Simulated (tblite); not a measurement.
## Molecular dynamics of C$_{2}$H$_{9}$AsSi (part 1 of 2)

C$_{2}$H$_{9}$AsSi, SMILES [SiH3]CC[AsH2], computed with GFN2-xTB Langevin dynamics, gas phase (tblite 0.8.0).

It belongs to a series of runs on one base structure; here: H on C replaced by CH2SiH3.

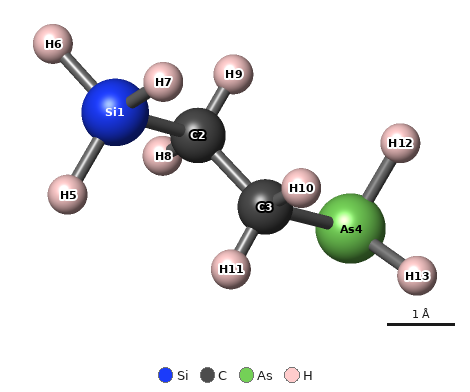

*The input geometry (ball-and-stick view, seen at an oblique angle; atoms are numbered from 1 in the order of the input).*

Bond lengths as drawn: As–C 1.99 Å, As–H 1.50 Å, C–C 1.53 Å, C–H 1.09 Å, C–Si 1.90 Å and H–Si 1.46 to 1.47 Å.

Results in brief:

```json
{"quantity": "outcome", "value": "finished"}
{"quantity": "mean temperature over the second half", "value": "646 K"}
{"quantity": "trajectory", "value": "41 frames kept, 1000 fs"}
{"quantity": "hardware", "value": "1 CPU thread, shared host"}
{"quantity": "wall time", "value": "7.5 s"}
{"quantity": "peak memory", "value": "0.18 GiB"}
```

The input:
```
{"job": {"kind": "md", "xc": "GFN2-xTB", "basis": "xTB", "temperature": 600, "steps": 2000, "every": 50}, "charge": 0, "multiplicity": 1}
Si    -2.017808    -0.309972    -0.680451
C     -0.358662    -0.446658     0.237486
C      0.664999     0.577271    -0.242676
As     2.384927     0.392453     0.745231
H     -2.561832     1.035173    -0.478231
H     -2.942109    -1.315498    -0.155475
H     -1.793393    -0.536369    -2.110392
H     -0.519798    -0.317932     1.312500
H      0.053810    -1.452402     0.109005
H      0.837876     0.469055    -1.315818
H      0.284774     1.589565    -0.074313
H      2.784145    -0.869826     0.029958
H      3.178682     1.185625    -0.255801
```

The first line tells a small driver script what to run in tblite; the rest is the geometry in Å.

Launched with:
```bash
OMP_NUM_THREADS=1 python <driver script> task.json out
```

The program's output:
```
t/fs     T/K      E/eV
    0.0   500.1   -352.28134
   25.0   444.7   -351.89308
   50.0   402.8   -351.70134
   75.0   493.1   -351.81541
  100.0   464.5   -351.72181
  125.0   349.2   -351.45235
  150.0   510.0   -351.65226
  175.0   587.4   -351.67895
  200.0   335.7   -351.04043
  225.0   536.3   -351.16395
  250.0   785.8   -351.25673
  275.0   594.2   -351.29122
  300.0   594.8   -351.38705
  325.0   517.2   -351.45081
  350.0   531.2   -351.33946
  375.0   647.5   -351.61155
  400.0   792.3   -351.64057
  425.0   856.1   -351.39960
  450.0   777.3   -351.42973
  475.0   515.4   -351.03481
  500.0   656.4   -351.14484
  525.0   777.2   -351.14877
  550.0   670.1   -351.09060
  575.0   614.2   -351.02596
  600.0   483.1   -350.69486
  625.0   659.9   -351.14485
  650.0   742.7   -351.31060
  675.0   710.4   -351.33670
  700.0   926.2   -351.56239
  725.0   692.5   -351.60527
  750.0   534.6   -351.49734
  775.0   813.8   -351.71186
  800.0   729.5   -351.39389
  825.0   735.8   -351.24513
  850.0   581.7   -351.11826
  875.0   649.7   -351.34300
  900.0   596.9   -351.09525
  925.0   551.3   -350.80583
  950.0   565.9   -351.08158
  975.0   327.6   -350.91783
 1000.0   547.7   -351.18752
```

Trajectory as extended XYZ (Å, eV, eV/Å), 35 of the 41 frames kept, from step=0 to step=40:
```
13
Properties=species:S:1:pos:R:3:forces:R:3 step=0 time_fs=0.0 energy=-352.28134 temperature=500.1
Si   -2.0178   -0.3100   -0.6805   -0.0033  -0.0004   0.0000
C    -0.3587   -0.4467    0.2375   -0.0022   0.0013  -0.0010
C     0.6650    0.5773   -0.2427    0.0019  -0.0002   0.0010
As    2.3849    0.3925    0.7452   -0.0002  -0.0004   0.0001
H    -2.5618    1.0352   -0.4782   -0.0026  -0.0004   0.0003
H    -2.9421   -1.3155   -0.1555   -0.0032  -0.0010   0.0046
H    -1.7934   -0.5364   -2.1104    0.0035   0.0024  -0.0040
H    -0.5198   -0.3179    1.3125    0.0015  -0.0008   0.0022
H     0.0538   -1.4524    0.1090   -0.0033  -0.0017  -0.0029
H     0.8379    0.4691   -1.3158    0.0028  -0.0037   0.0001
H     0.2848    1.5896   -0.0743    0.0003  -0.0001  -0.0004
H     2.7841   -0.8698    0.0300    0.0018   0.0030   0.0008
H     3.1787    1.1856   -0.2558    0.0030   0.0020  -0.0007
13
Properties=species:S:1:pos:R:3:forces:R:3 step=1 time_fs=25.0 energy=-351.89308 temperature=444.7
Si   -2.0741   -0.3292   -0.6898   -0.2730   0.4031   0.2212
C    -0.3326   -0.4700    0.1010   -0.4029  -0.4670   1.0416
C     0.6198    0.6077   -0.2464    2.6307  -1.2525  -0.8211
As    2.3875    0.4189    0.7597    0.1227   0.5932  -0.1388
H    -2.7490    1.0138   -0.4721    0.5188  -0.6726  -0.0455
H    -2.7104   -1.3583    0.1202   -0.4292  -0.1473  -0.0485
H    -2.2304   -0.6268   -2.1344    0.2890   0.0531   0.3430
H    -0.4057   -0.4942    1.2273   -0.3577   0.0197  -0.8090
H     0.1416   -1.4356   -0.1420   -0.2836   0.1396  -0.1077
H     0.9939    0.4910   -1.2679   -0.4396   0.1052  -0.3109
H     0.3191    1.5936   -0.1265   -0.9228   1.6439   0.3583
H     2.7682   -0.9195    0.1932   -0.0681   0.0233  -0.2003
H     3.2206    1.1615   -0.3515   -0.3842  -0.4418   0.5176
13
Properties=species:S:1:pos:R:3:forces:R:3 step=2 time_fs=50.0 energy=-351.70134 temperature=402.8
Si   -2.1769   -0.3522   -0.6245    1.0012   0.2117  -1.5078
C    -0.3834   -0.4293    0.1043   -0.0935  -2.1947   0.3087
C     0.6036    0.6398   -0.2232    1.3616   0.9708  -0.7431
As    2.3534    0.4713    0.8152   -0.6995  -1.2487  -0.1683
H    -2.5438    0.9824   -0.3012   -0.5016   0.9085   0.3413
H    -3.2870   -1.2596   -0.3549    0.2901  -0.1995   0.2653
H    -2.0104   -0.3180   -2.1604   -0.0592  -0.1972   0.9806
H    -0.4214   -0.5166    1.2288   -0.0891   0.0343  -0.8733
H     0.0577   -1.4240   -0.2501   -0.4084   0.9501   0.4756
H     0.8342    0.8882   -1.2905   -0.2931  -1.0271   0.4299
H     0.3015    1.6024    0.1095   -0.9418   0.9958   0.6355
H     2.5490   -0.9781    0.3017    0.0152   0.3463   0.4148
H     3.2144    0.8323   -0.2996    0.4182   0.4497  -0.5591
13
Properties=species:S:1:pos:R:3:forces:R:3 step=4 time_fs=100.0 energy=-351.72181 temperature=464.5
Si   -2.0912   -0.3915   -0.5239   -1.7315   1.6990  -0.2313
C    -0.3802   -0.5903    0.1850    0.1084   0.8543  -0.5227
C     0.4857    0.6133   -0.2769    0.5518   0.1519   0.6336
As    2.1721    0.5035    0.8120   -0.2315  -0.1253   0.6443
H    -2.6677    0.8904    0.2404    0.5589  -1.1115  -0.7203
H    -3.1231   -1.3906   -0.3732   -0.0088  -0.5413   0.3866
H    -2.2514   -0.1302   -1.9797    0.4789   0.0729   0.2831
H    -0.5250   -0.5899    1.2529    0.2944   0.0169   0.6037
H     0.1354   -1.5120   -0.0840   -0.0251   0.0177  -0.0645
H     0.6417    0.5203   -1.3565    0.0683   0.2599   0.1833
H     0.1481    1.6766   -0.0227   -0.3032  -1.5141  -0.4514
H     2.4488   -0.9927    0.6196    0.0793   0.4150  -0.3346
H     3.1544    0.9709   -0.1917    0.1602  -0.1954  -0.4098
13
Properties=species:S:1:pos:R:3:forces:R:3 step=5 time_fs=125.0 energy=-351.45235 temperature=349.2
Si   -2.0422   -0.3997   -0.3849   -0.7801  -2.5656  -1.1218
C    -0.3224   -0.6851    0.1906   -0.0970   1.9156  -0.9447
C     0.4327    0.6132   -0.1919    1.0103   0.1185  -1.7533
As    2.0811    0.5066    0.8285    1.0774   0.6423   0.2074
H    -2.5524    0.7444    0.1952   -0.9758   1.5508   1.0471
H    -2.7275   -1.7366   -0.1741    0.0318   0.8333  -0.0880
H    -1.8567   -0.1221   -1.7833   -0.2051   0.0323  -0.7143
H    -0.3361   -0.6697    1.2316    0.1470  -0.4807   1.9795
H     0.0816   -1.6038   -0.1736    0.6368  -0.2296  -0.2580
H     0.8392    0.5970   -1.2979   -1.3828   0.1241   1.6198
H    -0.0817    1.6171    0.0102    0.3009  -1.5755  -0.3775
H     2.3512   -0.8658    0.3139    0.2654  -0.0600  -0.1249
H     2.9106    1.1561   -0.3121   -0.0288  -0.3054   0.5287
13
Properties=species:S:1:pos:R:3:forces:R:3 step=6 time_fs=150.0 energy=-351.65226 temperature=510.0
Si   -2.1426   -0.4365   -0.3487   -0.4429  -0.2386   1.2302
C    -0.2957   -0.7050    0.2291   -0.8823   0.5062  -1.4076
C     0.4690    0.5415   -0.2841    1.1155  -0.5293  -0.8220
As    2.0418    0.5458    0.8760    1.3986   0.7477   0.8260
H    -2.8675    0.5661    0.5694    0.7071  -0.3546  -0.7533
H    -2.9349   -1.6525   -0.0049    0.3191   0.1578  -0.3258
H    -2.2220   -0.1057   -1.7915    0.1106  -0.0362   0.4409
H    -0.1388   -0.7686    1.3179   -0.3634  -0.1072  -0.3347
H     0.0907   -1.6289   -0.2397    0.0100   0.3776   0.3040
H     0.7540    0.6097   -1.4082   -0.9098  -0.2740   1.6746
H    -0.0516    1.4366    0.0593   -0.1483   0.1060  -0.4949
H     2.9304   -0.6086    0.4773   -0.3995  -0.1834  -0.3933
H     3.0777    1.4343    0.1253   -0.5147  -0.1720   0.0559
13
Properties=species:S:1:pos:R:3:forces:R:3 step=7 time_fs=175.0 energy=-351.67895 temperature=587.4
Si   -2.3674   -0.5628   -0.3354    0.2631   2.3713  -0.1716
C    -0.5002   -0.6245    0.0133    0.2074  -2.8701   0.2960
C     0.4549    0.4802   -0.3147    0.3433  -0.0499   0.7820
As    2.0608    0.6074    0.9302   -0.4424  -1.1614  -0.7322
H    -2.8809    0.4364    0.6914    0.1416  -0.6386  -0.4192
H    -3.0835   -1.7767   -0.3317   -0.3734  -1.0434   0.1624
H    -2.6045    0.1175   -1.6153    0.0107  -0.0965  -0.0921
H    -0.5934   -0.8883    1.1075    0.8336   0.3548  -0.6047
H    -0.0065   -1.5570   -0.4789   -0.9997   0.9839   0.8877
H     0.8585    0.2990   -1.2939    0.0937   0.1633  -0.5286
H    -0.0236    1.4226   -0.3054   -0.6170   1.1296   0.0071
H     2.7104   -0.4419   -0.0350    0.1601   0.4891   0.7069
H     2.5858    1.7077    0.1163    0.3791   0.3679  -0.2937
13
Properties=species:S:1:pos:R:3:forces:R:3 step=8 time_fs=200.0 energy=-351.04043 temperature=335.7
Si   -2.5798   -0.5378   -0.3260    2.3869  -3.0276  -1.2788
C    -0.6344   -0.7143   -0.0151    0.2928  -2.3287  -1.7547
C     0.3789    0.4257   -0.2590   -1.5167   0.2250   4.5241
As    2.0567    0.6258    0.9751   -1.7584   0.0710   0.3368
H    -3.3782    0.1762    0.5401   -1.0288   1.2619   1.2586
H    -2.8339   -2.1027   -0.0571   -0.1057   1.4621  -0.3093
H    -2.7337   -0.2729   -1.7587   -0.1869   0.1613   0.1213
H    -0.6541   -1.3339    0.9164    0.8045   1.0988  -0.2164
H    -0.2776   -1.5038   -0.7934   -0.8687   0.7069   1.0073
H     0.5611    0.6018   -1.2551    0.3631   0.2952  -1.9518
H    -0.2202    1.2424    0.2163    0.7066   0.4783  -0.7041
H     3.0147   -0.1843    0.2824    0.6943  -0.6747  -0.8142
H     2.4637    1.8202    0.2125    0.2170   0.2704  -0.2188
13
Properties=species:S:1:pos:R:3:forces:R:3 step=9 time_fs=225.0 energy=-351.16395 temperature=536.3
Si   -2.6424   -0.6164   -0.3752    1.0578   3.9593  -0.3955
C    -0.7481   -0.7474   -0.0204    0.3356  -1.2077   0.6410
C     0.1866    0.5276    0.0529   -1.7741  -1.3564   2.1408
As    2.0030    0.5721    1.0524   -0.5183  -0.2032  -1.6426
H    -3.0440    0.6146    0.5456    0.2196  -1.0984  -0.7260
H    -3.4535   -1.6878   -0.0788   -1.0029  -1.8477   0.5597
H    -3.0133   -0.1638   -1.7747    0.3782  -0.2826   0.6262
H    -0.8083   -1.4548    0.8941    0.7269   1.3150  -0.7359
H    -0.3010   -1.3886   -0.7896   -0.0660  -0.0889   0.0675
H     0.5993    0.6232   -0.8931   -0.0188   0.7728  -1.8401
H    -0.4894    1.3328    0.3898    0.7353   0.0549  -0.2502
H     2.6488   -0.1251   -0.2808   -0.2043   0.4239   1.1444
H     2.1955    1.9348    0.3411    0.1311  -0.4411   0.4107
13
Properties=species:S:1:pos:R:3:forces:R:3 step=11 time_fs=275.0 energy=-351.29122 temperature=594.2
Si   -2.4540   -0.6826   -0.3435    1.4768  -2.5490  -0.7422
C    -0.6137   -0.7687    0.3344   -2.7144   1.2735   0.0848
C    -0.1162    0.6147    0.6866   -0.6209   1.5353  -0.1059
As    1.7525    0.4657    1.0703    1.5722   0.1571  -1.1628
H    -3.0614    0.2979    0.4015   -1.1566   1.7077   1.2875
H    -3.0718   -2.0486    0.0590    0.3823   0.9811  -0.5460
H    -2.5402   -0.2825   -1.7808    0.1065  -0.3384   0.4841
H    -0.5070   -1.5140    1.0950   -0.2801   0.0210   1.2078
H     0.0600   -1.1097   -0.3391    1.8143  -1.1957  -2.8926
H    -0.0805    1.4128   -0.1674   -0.9787  -1.4716   1.1936
H    -0.6878    1.0157    1.5378    0.0880   0.1335  -0.2753
H     1.9922    0.5646   -0.6000    0.2656  -0.1894   1.4875
H     1.9867    1.9578    1.1633    0.0450  -0.0649  -0.0204
13
Properties=species:S:1:pos:R:3:forces:R:3 step=12 time_fs=300.0 energy=-351.38705 temperature=594.8
Si   -2.3661   -0.7775   -0.3025   -1.8362   0.9835   0.6592
C    -0.6799   -0.6972    0.4181   -0.0457  -1.1580  -0.9119
C    -0.4002    0.6404    0.9335    2.2477   2.9376  -0.2553
As    1.6750    0.4728    1.0573   -0.5159   0.3100  -0.3067
H    -3.2462    0.0838    0.6513    0.5992  -0.6739  -0.7943
H    -2.7849   -2.1254   -0.3169   -0.4617  -1.2666   0.2249
H    -2.5693   -0.4216   -1.6594    0.0585   0.6656  -0.9397
H    -0.7061   -1.4712    1.1714    0.3738  -0.0164   0.7210
H     0.1451   -0.9832   -0.2470   -0.4506  -0.2505  -0.3589
H    -0.7418    1.6046    0.3438    0.6058  -1.9769   0.5235
H    -0.7250    0.8309    1.9305   -0.4463  -0.0657   0.8040
H     1.9508    0.4296   -0.5034   -0.2637   0.2975   0.8069
H     1.9901    1.9287    1.1586    0.1351   0.2137  -0.1726
13
Properties=species:S:1:pos:R:3:forces:R:3 step=13 time_fs=325.0 energy=-351.45081 temperature=517.2
Si   -2.5073   -0.8842   -0.1972   -0.0551   0.6364   0.2618
C    -0.6944   -0.6890    0.4659    0.0820   0.2897  -1.3277
C    -0.2341    0.6458    1.1113   -1.8067  -0.2179  -0.7642
As    1.6294    0.5468    1.0978    2.4291   0.3053   1.9956
H    -3.6758   -0.2497    0.5523    0.8163  -0.3865  -0.2752
H    -2.8348   -2.3435   -0.3394    0.2273   0.6885  -0.0830
H    -2.2390   -0.0150   -1.3725   -0.5995  -0.3572  -0.0977
H    -0.4818   -1.6024    1.0486    0.4945   0.6402  -0.0605
H    -0.0527   -0.6533   -0.5068   -0.9214  -0.8792   1.2861
H    -0.6327    1.5180    0.5751   -0.0416  -0.2480  -0.2497
H    -0.5837    0.7736    2.1039   -0.5505  -0.1447   1.1671
H     1.7635    0.6172   -0.2938    0.1704  -0.0462  -2.0935
H     2.0180    2.0428    1.0802   -0.2449  -0.2806   0.2408
13
Properties=species:S:1:pos:R:3:forces:R:3 step=14 time_fs=350.0 energy=-351.33946 temperature=531.2
Si   -2.6221   -0.8715   -0.1643    0.6415  -1.4477  -1.2228
C    -0.8300   -0.6516    0.4566    0.9298  -1.5300  -1.6402
C    -0.4038    0.6445    1.1116    1.5700  -2.7860   0.9135
As    1.6970    0.6155    1.1615   -1.0611   1.3941  -0.9149
H    -3.4354   -0.3476    0.8446   -1.0357   0.6728   0.9736
H    -2.6675   -2.3601   -0.1907   -0.1635   0.2071   0.1260
H    -3.1322   -0.6168   -1.5423    0.3889   0.4379   0.4597
H    -0.6936   -1.5438    1.1780    0.1762   1.3028  -0.9863
H    -0.1457   -0.8592   -0.4716   -0.9270   0.1083   1.4209
H    -0.7588    1.4935    0.6659   -0.7077   1.9890  -1.2719
H    -0.8678    0.5193    2.0782    0.3899   0.6781   0.7943
H     1.9550    0.9282   -0.4702   -0.4445  -0.3140   1.3489
H     1.6915    2.1705    1.3674    0.2432  -0.7125  -0.0009
13
Properties=species:S:1:pos:R:3:forces:R:3 step=15 time_fs=375.0 energy=-351.61155 temperature=647.5
Si   -2.7126   -0.9884   -0.0211    0.4543   1.9615   1.7051
C    -0.8005   -0.7564    0.4595   -0.7940  -1.3610  -0.6159
C    -0.2915    0.5383    1.0833   -0.7030  -1.2747   0.8332
As    1.7121    0.6549    1.2770   -0.4248  -1.8431   0.0407
H    -3.5468   -0.0133    0.8736    0.5830  -1.0311  -0.3679
H    -3.1117   -2.3661   -0.0464   -0.0668  -0.4232   0.1295
H    -2.9385   -0.3417   -1.2640   -0.0401   0.2333  -1.0796
H    -0.6528   -1.5693    1.2171    0.4147   0.3286  -0.8580
H    -0.3370   -1.0044   -0.5294    0.3024   0.0233   0.9641
H    -0.5817    1.3483    0.4785   -0.5308   1.1845  -0.5609
H    -0.8816    0.5022    2.0231    0.7386   0.8550  -0.0603
H     1.7930    0.6848   -0.2123    0.2659   0.0223  -0.1409
H     1.8728    2.0746    1.3127   -0.1993   1.3246   0.0109
13
Properties=species:S:1:pos:R:3:forces:R:3 step=16 time_fs=400.0 energy=-351.64057 temperature=792.3
Si   -2.6564   -0.9870    0.1539   -1.2516  -0.6383  -1.3062
C    -0.8301   -0.9659    0.5495   -0.3975   1.1684   0.2076
C    -0.3197    0.4299    0.9623   -0.2508  -0.9876   0.4884
As    1.6646    0.5910    1.4027   -0.9750   1.4351   0.1698
H    -3.6193   -0.5593    1.1363   -0.0685   0.4037   0.4311
H    -3.0847   -2.4623   -0.0070    0.4197   0.9515  -0.1574
H    -2.8266   -0.1263   -1.1119    0.0367  -0.6419   0.8098
H    -0.6529   -1.7670    1.2101    0.6078  -0.6556   1.2457
H    -0.3806   -1.2435   -0.3612    0.9360  -0.3242  -1.2448
H    -0.6906    1.0774    0.1421    0.4725   0.1994   0.8817
H    -0.7554    0.6550    1.9814    0.0307   0.2541  -1.1580
H     2.3129    0.2847    0.1286   -0.0133  -0.1357  -0.7738
H     1.5210    2.1379    0.9534    0.4532  -1.0289   0.4061
13
Properties=species:S:1:pos:R:3:forces:R:3 step=18 time_fs=450.0 energy=-351.42973 temperature=777.3
Si   -2.5380   -1.1565    0.4046   -2.1062   1.1094   0.2269
C    -0.7689   -1.1258    0.8772    2.2587  -1.2549   0.4774
C    -0.1717    0.2844    0.8597    0.3715  -1.4652  -0.7244
As    1.6385    0.3901    1.5936    0.2273   0.2886   0.8744
H    -3.4223   -0.9835    1.6537    0.5271  -0.2355  -0.8470
H    -3.0239   -2.2622   -0.4561    0.2421   0.2839   0.2951
H    -2.5338    0.1914   -0.3018   -0.4734  -0.7437   0.0600
H    -0.4285   -1.4015    1.8767   -0.9656  -0.6250   0.5265
H    -0.2668   -1.9508    0.2979    0.1771   1.1464  -0.1932
H    -0.1132    0.7298   -0.1175   -0.5564   0.3411  -0.4051
H    -0.7756    0.8200    1.5673   -0.3370   0.7320   0.0131
H     2.4984    0.2030    0.4019   -0.0797  -0.1214  -0.5191
H     1.4238    1.8090    1.2308    0.7144   0.5442   0.2155
13
Properties=species:S:1:pos:R:3:forces:R:3 step=19 time_fs=475.0 energy=-351.03481 temperature=515.4
Si   -2.5100   -1.1973    0.5285    0.8493  -1.5674  -2.0514
C    -0.6251   -1.2033    0.9742    1.2083  -0.3135   0.0890
C    -0.1677    0.2372    0.7873    2.9620  -0.9581  -0.2178
As    1.7155    0.3295    1.6552    0.8415  -0.2787  -0.6629
H    -3.2466   -1.4061    1.6921   -0.8448  -0.1791   1.4641
H    -2.6874   -2.3702   -0.4785    0.2190   0.6389   0.8217
H    -3.2332   -0.1928   -0.2750    0.4760   0.3608   0.2552
H    -0.2205   -1.3755    2.0135   -1.3989  -0.5457  -0.4185
H     0.0078   -1.9832    0.3788   -1.0809   1.4965   0.4664
H     0.1059    0.5189   -0.1901   -0.4117   0.2633  -1.4730
H    -0.7612    0.9532    1.2236   -1.5420   1.3576   0.9863
H     2.4509    0.0036    0.2662   -0.4264   0.0762   0.9436
H     2.4073    1.7494    1.5483   -0.8514  -0.3509  -0.2028
```
